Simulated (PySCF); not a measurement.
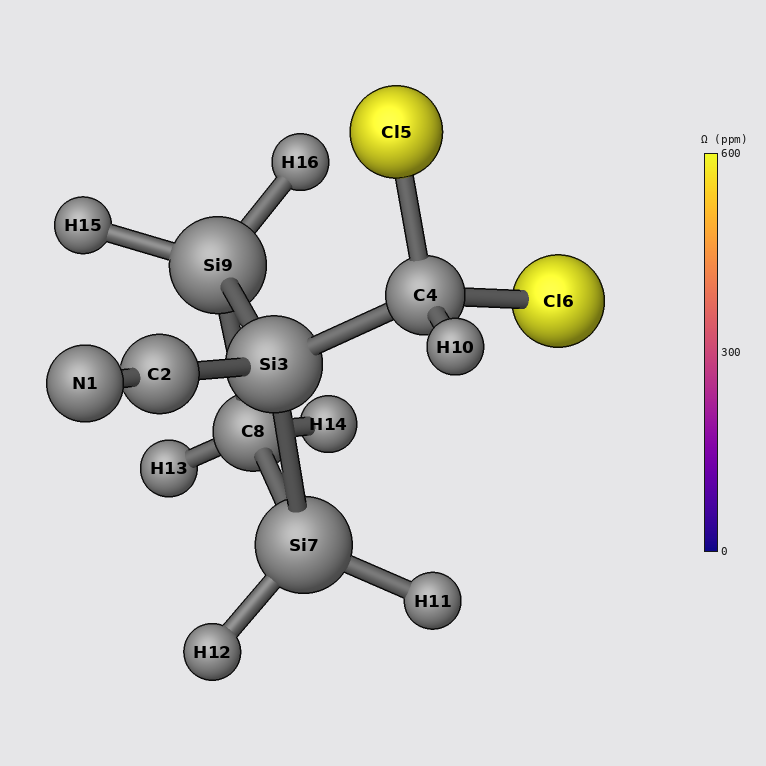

The Cl atoms are coloured by the span of their shielding tensor. The geometry was computed by an optimisation with GFN2-xTB. No frequency run is at hand to confirm it as a minimum. Method: GIAO PBE0/pcSseg-1 NMR shielding, non-relativistic, gas phase (PySCF 2.14.0). Principal shieldings σ11 ≤ σ22 ≤ σ33, span Ω = σ33 − σ11, skew κ = 3(σiso − σ22)/Ω.

Give the shielding tensors of the Cl atoms.

```csv
atom,σ11,σ22,σ33,σiso,Ω,κ
Cl5,408.6,669.5,995.4,691.2,586.8,0.11
Cl6,429.6,725.9,1021.7,725.7,592.1,0.00
```

Shieldings and span in ppm.

The geometry is semi-empirical. Around Si such bond lengths and angles can be off by a tenth of an ångström or more and by several degrees, and values that hang on the shape move with them.
